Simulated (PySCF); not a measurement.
# doublet GeS−: levels of theory compared

We compute a comparison of 6 runs (UHF/3-21G, UB3LYP/6-31G*, U-wB97X/aug-cc-pVTZ, UB2PLYP/aug-cc-pVTZ, UCAM-B3LYP/aug-cc-pVTZ, USCS-MP2/aug-cc-pVTZ) of doublet GeS−. The job is set up through a Python script.

The results are computed with PySCF 2.14.0.

3 further runs of the same task are left out: 3 set aside as unsound or not needed.

## (1) The molecule

GeS−: 2 atoms, total charge -1, spin state doublet. SMILES of the parent species: `[S+]#[Ge-]`. The bond length is the one measured for the parent species. That shape belongs to the parent species and isn't relaxed for this state.

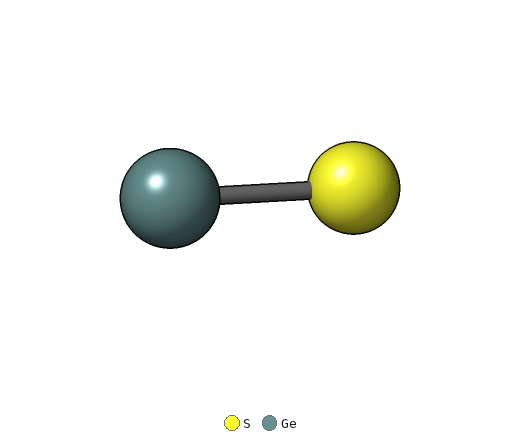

Viewed from a chosen angle; sulfur yellow, germanium teal.

## (2) The energy at UHF/3-21G (run 1)

File input.py:

```python
from pyscf import gto, scf

mol = gto.M(
    atom='''
S    0.000000   0.000000   0.000000
Ge   0.000000   0.000000   2.012086
''',
    verbose=3,
    charge=-1,
    spin=1,
    basis='3-21g',
    max_memory=1860,
)

mf = scf.UHF(mol)
mf.conv_tol = 1e-10
mf.kernel()
if not mf.converged:
    mf = mf.newton().run(mf.mo_coeff, mf.mo_occ)

etot = mf.e_tot
print(f'total energy: {etot:.8f} hartree')
```

Launch:

```sh
$ OMP_NUM_THREADS=1 python input.py
```

Log:

```text
converged SCF energy = -2460.93125288089  <S^2> = 0.7617229  2S+1 = 2.0116887
total energy: -2460.93125288 hartree
```

Run time: 0.56 s. Hardware: 1 thread of Arm Neoverse V2, shared host; peak memory 0.1 GiB.

## (3) The energy at UB3LYP/6-31G(d) (spherical functions) (run 2)

File job.py:

```python
from pyscf import gto, dft

mol = gto.Mole()
mol.atom = [
    ('S', (0.000000, 0.000000, 0.000000)),
    ('Ge', (0.000000, 0.000000, 2.012086)),
]
mol.charge = -1
mol.spin = 1
mol.max_memory = 1860
mol.verbose = 4
mol.basis = '6-31g*'
mol.build()

myscf = dft.UKS(mol)
myscf.xc = 'b3lyp'
myscf.grids.level = 5
myscf.conv_tol = 1e-10
myscf.kernel()
if not myscf.converged:
    myscf = myscf.newton().run(myscf.mo_coeff, myscf.mo_occ)

e_final = myscf.e_tot
print('E(%s) = %.9f' % ('B3LYP', e_final))
```

Launch:

```sh
$ OMP_NUM_THREADS=1 python job.py
```

Log:

```text
PySCF version 2.14.0

[INPUT] num. atoms = 2
[INPUT] num. electrons = 49
[INPUT] charge = -1
[INPUT] spin (= nelec alpha-beta = 2S) = 1
[INPUT] symmetry False subgroup None
[INPUT] Mole.unit = angstrom
[INPUT] Symbol           X                Y                Z      unit          X                Y                Z       unit  Magmom
[INPUT]  1 S      0.000000000000   0.000000000000   0.000000000000 AA    0.000000000000   0.000000000000   0.000000000000 Bohr   0.0
[INPUT]  2 Ge     0.000000000000   0.000000000000   2.012086000000 AA    0.000000000000   0.000000000000   3.802291479072 Bohr   0.0

nuclear repulsion = 134.655641951209
number of shells = 20
number of NR pGTOs = 146
number of NR cGTOs = 50
basis = 6-31g*
ecp = {}

[... 32 lines left out ...]
[... the frontier-level lines of each cycle are left out ...]
[... 3 lines left out ...]
[... 50 lines left out ...]
converged SCF energy = -2474.9976483145  <S^2> = 0.75202258  2S+1 = 2.0020216
E(B3LYP) = -2474.997648315
```

Run time: 6.9 s. Hardware: 1 thread of Arm Neoverse V2, shared host; peak memory 0.27 GiB.

Runs 3 to 5 aren't shown in full; the table further down has their settings and results.

## (4) The energy at USCS-MP2/aug-cc-pVTZ (run 6)

File input.py:

```python
from pyscf import gto, mp

mol = gto.M(
    atom='''
S      0.000000     0.000000     0.000000
Ge     0.000000     0.000000     3.802291
''',
    spin=1,
    basis='aug-cc-pvtz',
    unit='bohr',
    max_memory=1860,
    verbose=4,
    charge=-1,
)

mf = mol.UHF()
mf.conv_tol = 1e-10
mf.kernel()
if not mf.converged:
    mf = mf.newton().run(mf.mo_coeff, mf.mo_occ)

pt = mp.MP2(mf, frozen=14).run()
etot = mf.e_tot + 1.2 * pt.e_corr_os + pt.e_corr_ss / 3
print(f'total energy: {etot:.8f} hartree')
```

Launch:

```sh
$ OMP_NUM_THREADS=1 python input.py
```

Log:

```text
PySCF version 2.14.0

[INPUT] num. atoms = 2
[INPUT] num. electrons = 49
[INPUT] charge = -1
[INPUT] spin (= nelec alpha-beta = 2S) = 1
[INPUT] symmetry False subgroup None
[INPUT] Mole.unit = bohr
[INPUT] Symbol           X                Y                Z      unit          X                Y                Z       unit  Magmom
[INPUT]  1 S      0.000000000000   0.000000000000   0.000000000000 AA    0.000000000000   0.000000000000   0.000000000000 Bohr   0.0
[INPUT]  2 Ge     0.000000000000   0.000000000000   2.012085746486 AA    0.000000000000   0.000000000000   3.802291000000 Bohr   0.0

nuclear repulsion = 134.655658917216
number of shells = 27
number of NR pGTOs = 202
number of NR cGTOs = 109
basis = aug-cc-pvtz
ecp = {}

[... 18 lines left out ...]
[... the frontier-level lines of each cycle are left out ...]
[... 68 lines left out ...]
converged SCF energy = -2472.99768423376  <S^2> = 0.76899074  2S+1 = 2.0189014
[... 1 line left out ...]
******** <class 'pyscf.mp.ump2.UMP2'> ********
nocc = (np.int64(11), np.int64(10)), nmo = (95, 95)
frozen orbitals 14
E(UMP2) = -2473.3405146295  E_corr = -0.342830395739043
E(SCS-UMP2) = -2473.32589643941  E_corr = -0.328212205645959
E_corr(same-spin) = -0.0959818491241065
E_corr(oppo-spin) = -0.246848546614936
total energy: -2473.32589644 hartree
```

Wall time 6.6 s (1 thread of Arm Neoverse V2, shared host); peak memory 0.31 GiB.

## (5) All runs side by side

```csv
run,level,integration grid,frozen core orbitals,energy (Eh),HOMO energy (eV),LUMO energy (eV),⟨S²⟩,wall time
1,UHF/3-21G,–,–,-2460.931253,-0.38,6.24,0.762,0.56 s
2,UB3LYP/6-31G* (spherical functions),5,–,-2474.997648,2.03,3.35,0.752,6.9 s
3,U-wB97X/aug-cc-pVTZ,5,–,-2475.337463,-0.60,4.20,0.755,42 s
4,UB2PLYP/aug-cc-pVTZ,5,14,-2474.796145,0.55,3.48,0.757,22 s
5,UCAM-B3LYP/aug-cc-pVTZ,5,–,-2475.434737,0.20,3.51,0.755,40 s
6,USCS-MP2/aug-cc-pVTZ,–,14,-2473.325896,-0.80,4.21,0.769,6.6 s
```

## (6) Summary of results

```
                                                         quantity           value
                                              run 6: total energy  -2473.32590 Eh
run 6: HOMO energy (Hartree–Fock orbitals) (highest over α and β)        -0.80 eV
 run 6: LUMO energy (Hartree–Fock orbitals) (lowest over α and β)         4.21 eV
              run 6: correlation energy (14 core orbitals frozen)      -328.2 mEh
                         run 6: ⟨S²⟩ of the reference determinant           0.769
```

**Reading.** Totals of different functionals can't be ranked against each other. In runs 2, 4, 5 the HOMO lies above zero, so the outermost electron may be held by the basis alone. All runs together took 2 min, the longest 42 s.
